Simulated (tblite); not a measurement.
**C₃H₁₂Si₃: saddle-point search**

The run: saddle-point search of C₃H₁₂Si₃, SMILES C1[SiH2]C[SiH2]C[SiH2]1. Method and program: GFN2-xTB saddle search (eigenvector following) and harmonic vibrations, gas phase (tblite 0.8.0).

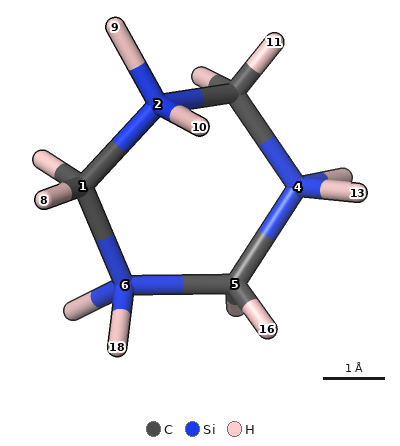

Fig. 1: The starting structure (stick view, seen at a tilt; atoms are numbered from 1 in the order of the input).

## Input
```
{"job": {"xc": "GFN2-xTB", "basis": "xTB", "kind": "saddle"}, "charge": 0, "multiplicity": 1}
C     -1.781724     0.479559     0.087705
Si    -0.449601     1.615643     0.820399
C      1.118077     1.399085    -0.222921
Si     1.860658    -0.344344    -0.131971
C      0.559506    -1.718537    -0.359040
Si    -1.307271    -1.330463    -0.272139
H     -2.136440     0.934124    -0.836375
H     -2.640462     0.473174     0.756132
H     -0.901708     3.016666     0.761323
H     -0.191442     1.279539     2.226950
H      1.874837     2.109996     0.103750
H      0.894167     1.651926    -1.258849
H      2.505036    -0.496239     1.182409
H      2.904281    -0.488288    -1.162875
H      0.750955    -2.212964    -1.310598
H      0.763300    -2.476701     0.396049
H     -1.920413    -1.715944    -1.556346
H     -1.901757    -2.176233     0.776397
```

The first line tells a small driver script what to run in tblite; the rest is the geometry in Å.

Command:
```bash
OMP_NUM_THREADS=1 python <driver script> task.json out
```

## What the program printed
```
step      E/eV     max force
  0    -481.65500   0.0344
  1    -481.65357   0.0564
  2    -481.65057   0.1317
  3    -481.65290   0.0229
  4    -481.65214   0.0434
  5    -481.65208   0.0489
  6    -481.65249   0.0107
  7    -481.65271   0.0387
  8    -481.65264   0.0042
lowest wavenumbers (cm-1): -105.0 23.5 138.6 204.7 209.8 305.8
```

## Trajectory as extended XYZ (Å, eV, eV/Å), 9 frames, from step=0 to step=8
```
18
Properties=species:S:1:pos:R:3:forces:R:3 step=0 energy=-481.65500
C    -1.7817    0.4796    0.0877    0.0160   0.0010   0.0090
Si   -0.4496    1.6156    0.8204   -0.0020   0.0030   0.0010
C     1.1181    1.3991   -0.2229    0.0090   0.0020  -0.0080
Si    1.8607   -0.3443   -0.1320    0.0070  -0.0060   0.0080
C     0.5595   -1.7185   -0.3590    0.0040  -0.0010   0.0050
Si   -1.3073   -1.3305   -0.2721   -0.0040   0.0040   0.0120
H    -2.1364    0.9341   -0.8364    0.0090  -0.0040  -0.0330
H    -2.6405    0.4732    0.7561   -0.0260   0.0150   0.0060
H    -0.9017    3.0167    0.7613   -0.0100   0.0090   0.0060
H    -0.1914    1.2795    2.2270    0.0060  -0.0170   0.0020
H     1.8748    2.1100    0.1037   -0.0030   0.0110  -0.0040
H     0.8942    1.6519   -1.2588   -0.0050  -0.0150  -0.0060
H     2.5050   -0.4962    1.1824   -0.0080  -0.0100   0.0100
H     2.9043   -0.4883   -1.1629    0.0000   0.0060  -0.0010
H     0.7510   -2.2130   -1.3106   -0.0090   0.0230  -0.0160
H     0.7633   -2.4767    0.3960    0.0170  -0.0170  -0.0030
H    -1.9204   -1.7159   -1.5563   -0.0020  -0.0010  -0.0040
H    -1.9018   -2.1762    0.7764    0.0010  -0.0030   0.0170
18
Properties=species:S:1:pos:R:3:forces:R:3 step=1 energy=-481.65357
C    -1.7776    0.4909    0.0673   -0.0190   0.0210  -0.0050
Si   -0.4455    1.5960    0.8464   -0.0070   0.0090   0.0130
C     1.1029    1.4022   -0.2312    0.0010   0.0090  -0.0040
Si    1.8625   -0.3351   -0.1506    0.0070  -0.0210   0.0020
C     0.5599   -1.7200   -0.3127    0.0170  -0.0370  -0.0040
Si   -1.3084   -1.3232   -0.2790    0.0040  -0.0120   0.0000
H    -2.0843    0.9510   -0.8732    0.0120  -0.0160   0.0240
H    -2.6646    0.4998    0.7001    0.0210   0.0060  -0.0210
H    -0.8950    3.0007    0.8553    0.0060  -0.0250   0.0010
H    -0.1728    1.1923    2.2344   -0.0060   0.0060  -0.0280
H     1.8590    2.1251    0.0702   -0.0090  -0.0040  -0.0030
H     0.8482    1.6427   -1.2636    0.0040  -0.0060   0.0150
H     2.5567   -0.4743    1.1411   -0.0130  -0.0020  -0.0140
H     2.8667   -0.4775   -1.2214   -0.0120   0.0020   0.0150
H     0.7615   -2.2670   -1.2350   -0.0120   0.0350   0.0410
H     0.7539   -2.4366    0.4871   -0.0040   0.0310  -0.0470
H    -1.8832   -1.6988   -1.5848    0.0020  -0.0020   0.0140
H    -1.9400   -2.1682    0.7495    0.0080   0.0070   0.0010
18
Properties=species:S:1:pos:R:3:forces:R:3 step=2 energy=-481.65057
C    -1.7795    0.4900    0.0789    0.0280  -0.0230   0.0050
Si   -0.4421    1.5913    0.8513    0.0110   0.0010  -0.0030
C     1.0983    1.4018   -0.2377    0.0000   0.0010  -0.0010
Si    1.8643   -0.3332   -0.1632    0.0060  -0.0350   0.0020
C     0.5600   -1.7226   -0.2758    0.0190  -0.0950  -0.0090
Si   -1.3081   -1.3168   -0.3030    0.0080  -0.0560  -0.0120
H    -2.1023    0.9594   -0.8491   -0.0070   0.0160  -0.0340
H    -2.6547    0.4882    0.7243   -0.0330   0.0000   0.0220
H    -0.8925    2.9938    0.8697   -0.0020   0.0060   0.0010
H    -0.1596    1.1818    2.2337    0.0010  -0.0030   0.0050
H     1.8539    2.1281    0.0558   -0.0020  -0.0010   0.0000
H     0.8340    1.6389   -1.2681    0.0010  -0.0010   0.0040
H     2.5930   -0.4618    1.1113   -0.0140   0.0010  -0.0240
H     2.8399   -0.4801   -1.2598   -0.0170   0.0010   0.0200
H     0.7765   -2.3178   -1.1673   -0.0260   0.0660   0.1060
H     0.7371   -2.3994    0.5648   -0.0230   0.0800  -0.1020
H    -1.8351   -1.6511   -1.6427    0.0220   0.0100   0.0550
H    -1.9832   -2.1904    0.6770    0.0290   0.0320  -0.0350
18
Properties=species:S:1:pos:R:3:forces:R:3 step=3 energy=-481.65290
C    -1.7767    0.4931    0.0604   -0.0050   0.0050  -0.0020
Si   -0.4464    1.5902    0.8522   -0.0020   0.0020   0.0030
C     1.1012    1.4041   -0.2275    0.0010   0.0010   0.0000
Si    1.8625   -0.3333   -0.1615    0.0040  -0.0080   0.0010
C     0.5591   -1.7197   -0.2956    0.0070  -0.0140  -0.0040
Si   -1.3086   -1.3218   -0.2824    0.0020  -0.0040   0.0010
H    -2.0714    0.9541   -0.8827    0.0050  -0.0040   0.0050
H    -2.6695    0.5057    0.6837    0.0050   0.0020  -0.0070
H    -0.8952    2.9937    0.8746    0.0010  -0.0060   0.0000
H    -0.1748    1.1723    2.2349   -0.0020   0.0010  -0.0070
H     1.8568    2.1260    0.0764   -0.0020  -0.0010   0.0000
H     0.8444    1.6500   -1.2578    0.0020  -0.0010   0.0040
H     2.5824   -0.4731    1.1155   -0.0060  -0.0010  -0.0060
H     2.8440   -0.4745   -1.2526   -0.0050   0.0010   0.0090
H     0.7645   -2.2879   -1.2028   -0.0040   0.0140   0.0130
H     0.7485   -2.4164    0.5213   -0.0020   0.0110  -0.0200
H    -1.8692   -1.6955   -1.5945   -0.0020  -0.0030   0.0070
H    -1.9517   -2.1669    0.7385    0.0050   0.0030   0.0040
18
Properties=species:S:1:pos:R:3:forces:R:3 step=4 energy=-481.65214
C    -1.7758    0.4949    0.0505   -0.0030   0.0040  -0.0010
Si   -0.4484    1.5832    0.8592   -0.0030   0.0000   0.0010
C     1.1005    1.4075   -0.2202    0.0030  -0.0020  -0.0020
Si    1.8625   -0.3311   -0.1788    0.0100  -0.0120   0.0010
C     0.5579   -1.7205   -0.2740    0.0160  -0.0300  -0.0030
Si   -1.3094   -1.3211   -0.2880    0.0040  -0.0060   0.0000
H    -2.0561    0.9581   -0.8958    0.0030  -0.0030   0.0050
H    -2.6761    0.5111    0.6626    0.0050   0.0010  -0.0050
H    -0.8967    2.9864    0.8955    0.0010  -0.0030   0.0000
H    -0.1807    1.1499    2.2377   -0.0010   0.0010  -0.0040
H     1.8566    2.1251    0.0927   -0.0020  -0.0020   0.0000
H     0.8443    1.6667   -1.2475    0.0020  -0.0010   0.0050
H     2.6195   -0.4725    1.0773   -0.0110   0.0010  -0.0170
H     2.8124   -0.4695   -1.2985   -0.0130   0.0020   0.0160
H     0.7692   -2.3210   -1.1596   -0.0070   0.0240   0.0330
H     0.7406   -2.3885    0.5690   -0.0060   0.0250  -0.0350
H    -1.8537   -1.6937   -1.6069    0.0000  -0.0010   0.0060
H    -1.9667   -2.1650    0.7249    0.0030   0.0030   0.0010
18
Properties=species:S:1:pos:R:3:forces:R:3 step=5 energy=-481.65208
C    -1.7747    0.4963    0.0407   -0.0030   0.0040  -0.0010
Si   -0.4507    1.5764    0.8654   -0.0030  -0.0010   0.0000
C     1.1007    1.4106   -0.2122    0.0050  -0.0020  -0.0030
Si    1.8619   -0.3292   -0.1959    0.0130  -0.0140   0.0010
C     0.5567   -1.7206   -0.2528    0.0190  -0.0330  -0.0030
Si   -1.3099   -1.3208   -0.2929    0.0050  -0.0070  -0.0010
H    -2.0414    0.9613   -0.9087    0.0020  -0.0030   0.0060
H    -2.6823    0.5160    0.6419    0.0050   0.0010  -0.0040
H    -0.8987    2.9793    0.9138    0.0000  -0.0020   0.0000
H    -0.1876    1.1295    2.2403   -0.0010   0.0010  -0.0030
H     1.8574    2.1231    0.1112   -0.0030  -0.0030  -0.0010
H     0.8464    1.6842   -1.2363    0.0020  -0.0020   0.0080
H     2.6555   -0.4732    1.0377   -0.0130   0.0010  -0.0230
H     2.7791   -0.4652   -1.3433   -0.0180   0.0020   0.0210
H     0.7735   -2.3506   -1.1166   -0.0070   0.0250   0.0400
H     0.7331   -2.3603    0.6133   -0.0070   0.0300  -0.0380
H    -1.8385   -1.6934   -1.6181    0.0010   0.0000   0.0040
H    -1.9805   -2.1635    0.7126    0.0020   0.0020  -0.0020
18
Properties=species:S:1:pos:R:3:forces:R:3 step=6 energy=-481.65249
C    -1.7717    0.4984    0.0228   -0.0070   0.0020  -0.0030
Si   -0.4558    1.5715    0.8692   -0.0020  -0.0010  -0.0010
C     1.1038    1.4146   -0.1978    0.0030   0.0010  -0.0030
Si    1.8601   -0.3277   -0.2089    0.0040   0.0010   0.0000
C     0.5558   -1.7193   -0.2488    0.0010  -0.0010   0.0000
Si   -1.3113   -1.3241   -0.2853   -0.0040   0.0000   0.0000
H    -2.0134    0.9589   -0.9355    0.0030  -0.0050   0.0090
H    -2.6922    0.5285    0.6037    0.0080   0.0000  -0.0060
H    -0.9038    2.9739    0.9251    0.0000   0.0000   0.0000
H    -0.2043    1.1132    2.2424   -0.0010   0.0000  -0.0020
H     1.8610    2.1186    0.1428   -0.0040  -0.0040  -0.0010
H     0.8582    1.7068   -1.2189    0.0020  -0.0010   0.0060
H     2.6779   -0.4822    1.0063   -0.0020   0.0000  -0.0060
H     2.7527   -0.4565   -1.3748   -0.0040   0.0010   0.0040
H     0.7716   -2.3577   -1.1048    0.0000   0.0000   0.0020
H     0.7348   -2.3481    0.6230    0.0000   0.0020  -0.0010
H    -1.8494   -1.7193   -1.5999    0.0010   0.0010   0.0040
H    -1.9741   -2.1494    0.7395    0.0020   0.0030  -0.0030
18
Properties=species:S:1:pos:R:3:forces:R:3 step=7 energy=-481.65271
C    -1.7671    0.5017   -0.0029   -0.0250   0.0070  -0.0110
Si   -0.4634    1.5652    0.8742   -0.0050  -0.0040  -0.0040
C     1.1078    1.4201   -0.1778    0.0090   0.0040  -0.0090
Si    1.8580   -0.3252   -0.2254    0.0120   0.0050   0.0000
C     0.5547   -1.7188   -0.2452    0.0020   0.0000   0.0020
Si   -1.3136   -1.3285   -0.2721   -0.0160   0.0010  -0.0010
H    -1.9724    0.9547   -0.9742    0.0070  -0.0170   0.0340
H    -2.7061    0.5474    0.5481    0.0320  -0.0020  -0.0210
H    -0.9113    2.9673    0.9406    0.0000  -0.0010   0.0000
H    -0.2285    1.0908    2.2451   -0.0010   0.0010  -0.0060
H     1.8653    2.1125    0.1863   -0.0120  -0.0120  -0.0060
H     0.8744    1.7376   -1.1947    0.0050  -0.0050   0.0190
H     2.7078   -0.4938    0.9667   -0.0090   0.0020  -0.0150
H     2.7195   -0.4430   -1.4164   -0.0110   0.0020   0.0140
H     0.7674   -2.3648   -1.0962    0.0000   0.0010   0.0020
H     0.7397   -2.3389    0.6316    0.0000   0.0010  -0.0030
H    -1.8679   -1.7571   -1.5701    0.0060   0.0050   0.0150
H    -1.9643   -2.1271    0.7823    0.0070   0.0100  -0.0130
18
Properties=species:S:1:pos:R:3:forces:R:3 step=8 energy=-481.65264
C    -1.7696    0.4995    0.0125   -0.0020   0.0010  -0.0010
Si   -0.4591    1.5694    0.8707    0.0000   0.0000   0.0000
C     1.1056    1.4166   -0.1894    0.0010   0.0010  -0.0010
Si    1.8591   -0.3268   -0.2149    0.0010   0.0010   0.0000
C     0.5554   -1.7192   -0.2487    0.0000   0.0000   0.0000
Si   -1.3122   -1.3259   -0.2792   -0.0020   0.0000   0.0000
H    -1.9967    0.9564   -0.9509    0.0010  -0.0020   0.0030
H    -2.6973    0.5361    0.5811    0.0030   0.0000  -0.0030
H    -0.9072    2.9717    0.9297    0.0000   0.0000   0.0000
H    -0.2147    1.1056    2.2433    0.0000   0.0000   0.0000
H     1.8628    2.1156    0.1609   -0.0010  -0.0010   0.0000
H     0.8655    1.7191   -1.2087    0.0010   0.0000   0.0020
H     2.6885   -0.4874    0.9913    0.0000   0.0000  -0.0020
H     2.7400   -0.4507   -1.3898   -0.0010   0.0000   0.0010
H     0.7694   -2.3587   -1.1042    0.0000   0.0000   0.0000
H     0.7376   -2.3463    0.6235    0.0000   0.0000   0.0000
H    -1.8583   -1.7354   -1.5859    0.0000   0.0000   0.0020
H    -1.9689   -2.1396    0.7587    0.0010   0.0010  -0.0010
```

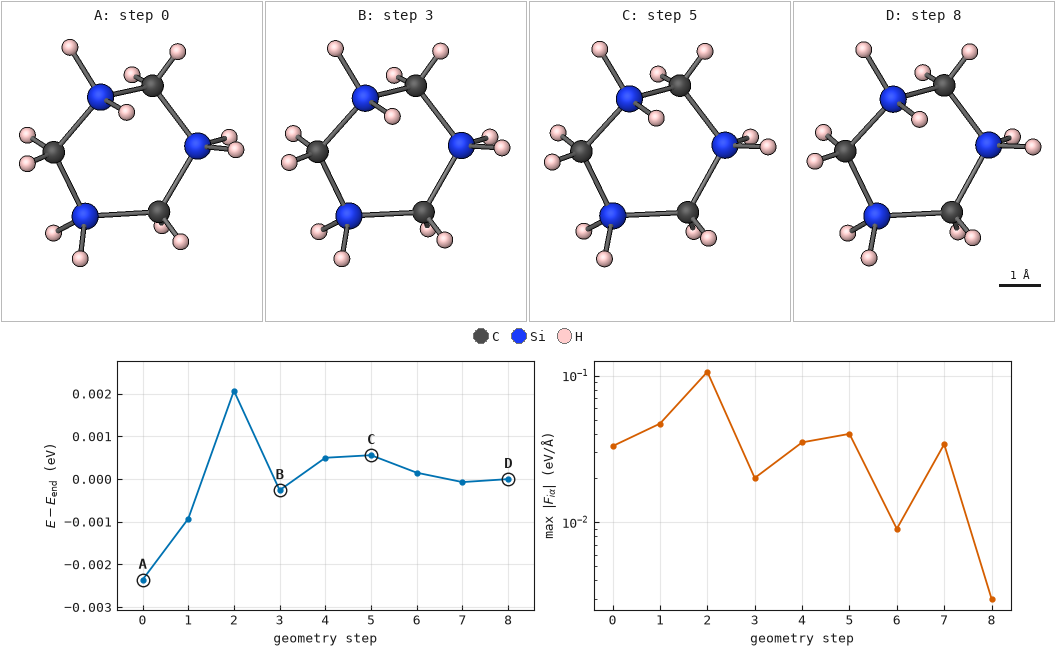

Fig. 2: Frames of the saddle-point search (ball-and-stick view, seen at a tilt) above the curves, on which the letters mark them (steps are counted from 0).

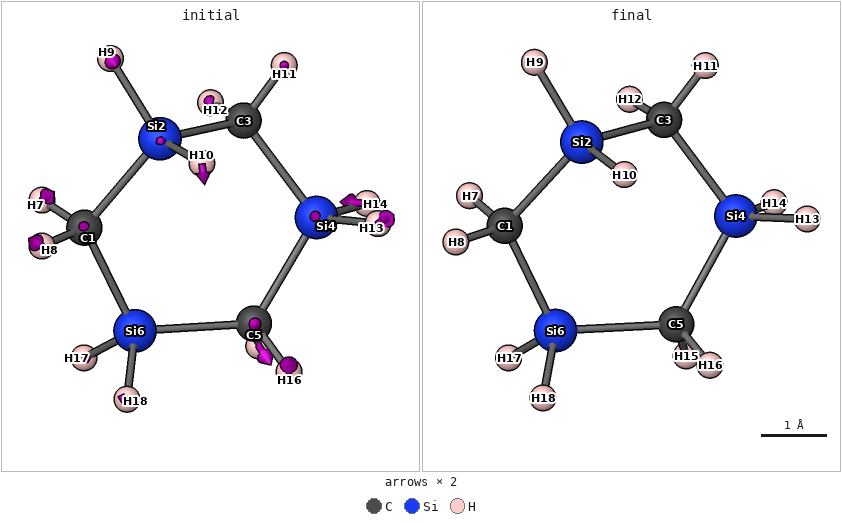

Fig. 3: Before (left) and after (right) the saddle-point search, at one scale (ball-and-stick view, seen at a tilt). The pink arrows give the displacements, magnified 2 times. H14 moves most after the best rigid fit: 0.28 Å. By element the largest moves are H 0.28 Å, C 0.11 Å, Si 0.08 Å. After 8 geometry steps the energy has risen by 0.002 eV. Largest force component: 0.033 eV/Å at the start, 0.003 eV/Å at the end. (Atoms are counted from 1 in the order of the input.)

## Key numbers

| quantity | value |
| --- | --- |
| outcome | converged |
| total energy | −481.6526 eV |
| point group | C1 |
| hardware | 1 CPU thread, shared host |
| wall time | 4.8 s |
| peak memory | 0.19 GiB |
